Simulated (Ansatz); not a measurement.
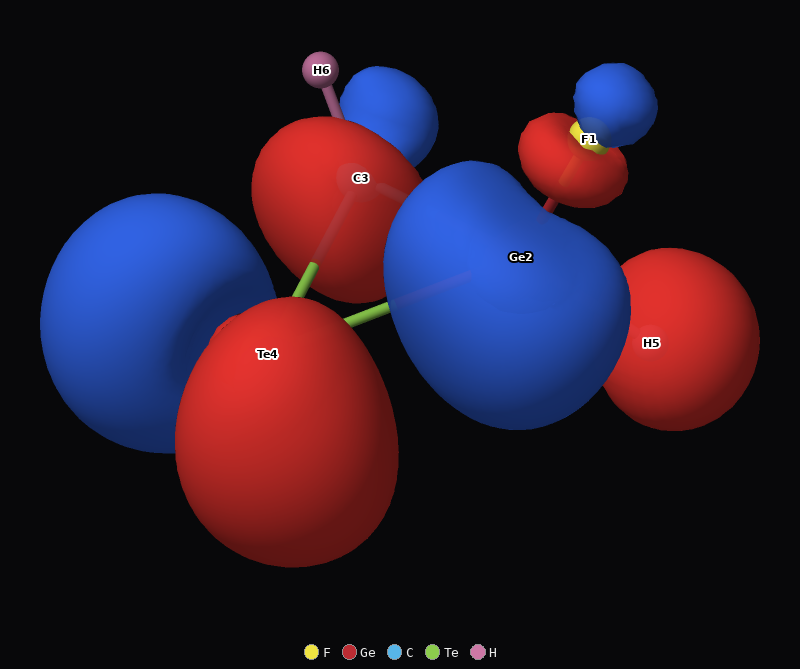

*CH₃FGeTe (SMILES [F][GeH]1[CH2][Te]1). The LUMO at ±0.1 Å⁻³ᐟ² (red and blue are the two phases), seen at a tilt.*

Geometry: PBE0-D4/def2-TZVP; core potentials replace the inner electrons of Te.

All numbers below come from RKS PBE0-D4/def2-TZVPP (Ansatz).

```json
{"atom": "F", "x (Å)": "0.5408", "y (Å)": "-1.7829", "z (Å)": "-1.3019"}
{"atom": "Ge", "x (Å)": "-0.1711", "y (Å)": "-0.9147", "z (Å)": "0.0212"}
{"atom": "C", "x (Å)": "0.0004", "y (Å)": "0.9880", "z (Å)": "-0.0955"}
{"atom": "Te", "x (Å)": "1.3418", "y (Å)": "0.3101", "z (Å)": "1.5635"}
{"atom": "H", "x (Å)": "-1.4191", "y (Å)": "-1.6846", "z (Å)": "0.4377"}
{"atom": "H", "x (Å)": "0.5678", "y (Å)": "1.3878", "z (Å)": "-0.9284"}
{"atom": "H", "x (Å)": "-0.7996", "y (Å)": "1.6284", "z (Å)": "0.2577"}
```

Describe this orbital and give its energy.

It lies mainly on Te4 (about 50 %), Ge2 (about 25 %), C3 (about 15 %) and H5 (about 5 %). Its energy is −1.61 eV.
